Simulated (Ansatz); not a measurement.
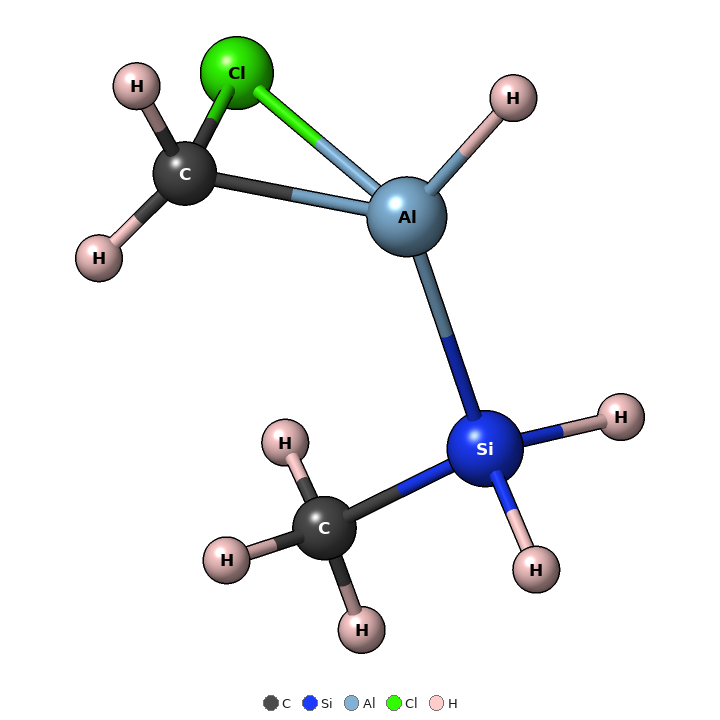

Harmonic vibrations computed with RKS PBE0-D4/def2-TZVP (Ansatz 0.2.0) at a stationary point of the same level.

**How many imaginary frequencies does it have?**

A minimum: no imaginary frequency, and the lowest mode lies at 35 cm⁻¹.

**How many vibrational modes are there, and where do they lie?**

33 modes: 35, 60, 104, 159, 179, 217, 364, 377, 471, 539, 577, 605, 658, 668, 696, 710, 878, 888, 932, 1052, 1096, 1272, 1418, 1454, 1454, 1919, 2172, 2182, 3051, 3121, 3135, 3138, 3204 cm⁻¹.
